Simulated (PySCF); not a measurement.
```yaml
atoms:
  - { symbol: C, position_ang: [2.3906, -0.8295, -2.2674] }
  - { symbol: C, position_ang: [1.5691, -0.8362, -1.3970] }
  - { symbol: C, position_ang: [0.5453, -0.8530, -0.3590] }
  - { symbol: C, position_ang: [-0.1668, -2.2103, -0.4345] }
  - { symbol: C, position_ang: [1.2257, -0.7034, 1.0091] }
  - { symbol: Si, position_ang: [2.1573, 0.9273, 1.3120] }
  - { symbol: C, position_ang: [-0.4361, 0.2911, -0.6536] }
  - { symbol: Si, position_ang: [-1.8780, 0.5473, 0.5653] }
  - { symbol: C, position_ang: [-2.9071, 2.0067, -0.0765] }
  - { symbol: H, position_ang: [3.1169, -0.8202, -3.0245] }
  - { symbol: H, position_ang: [-0.6739, -2.3220, -1.3910] }
  - { symbol: H, position_ang: [-0.9015, -2.2970, 0.3622] }
  - { symbol: H, position_ang: [0.5533, -3.0212, -0.3350] }
  - { symbol: H, position_ang: [1.9334, -1.5294, 1.1221] }
  - { symbol: H, position_ang: [0.4695, -0.8397, 1.7848] }
  - { symbol: H, position_ang: [1.2191, 2.0228, 1.5730] }
  - { symbol: H, position_ang: [3.0012, 0.7428, 2.4962] }
  - { symbol: H, position_ang: [2.9949, 1.2610, 0.1607] }
  - { symbol: H, position_ang: [0.1376, 1.2196, -0.7191] }
  - { symbol: H, position_ang: [-0.8503, 0.1246, -1.6529] }
  - { symbol: H, position_ang: [-2.7393, -0.6433, 0.6342] }
  - { symbol: H, position_ang: [-1.4020, 0.8557, 1.9208] }
  - { symbol: H, position_ang: [-3.7521, 2.1992, 0.5770] }
  - { symbol: H, position_ang: [-3.2995, 1.8135, -1.0708] }
  - { symbol: H, position_ang: [-2.3180, 2.9179, -0.1270] }
```

Geometry: GFN2-xTB.

These are results of PBE0/pcSseg-1, SCF density, gas phase, non-relativistic (PySCF 2.14.0), not measurements.

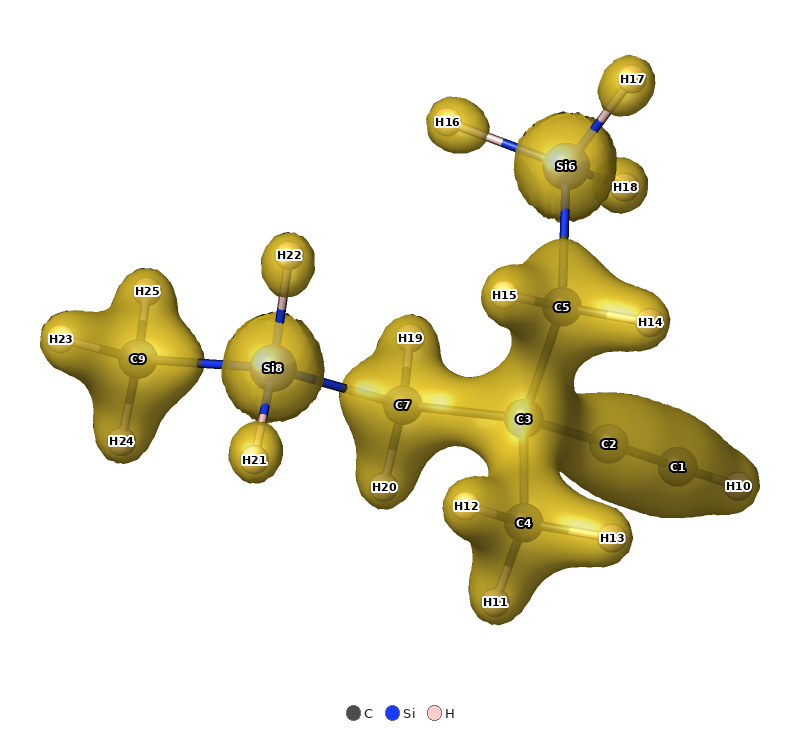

C7H16Si2. Isosurface of the total electron density at 1 e/Å³ (yellow), seen across its widest extent.

### How is the density connected at this value?

At this value the surface falls into nine separate pieces. It bridges the sampled C–C (1.20 Å) and C–H (1.05 Å) contacts, where the density stays above the isovalue. It is pinched off along the sampled C–Si (1.90 Å) and Si–H (1.46 Å) contacts. On the grid the lowest density along these lines, outside the cores, is 2.7 e/Å³ (C–C, 1.20 Å), 0.78 e/Å³ (C–Si, 1.90 Å), 2 e/Å³ (C–H, 1.05 Å) and 0.81 e/Å³ (Si–H, 1.46 Å).
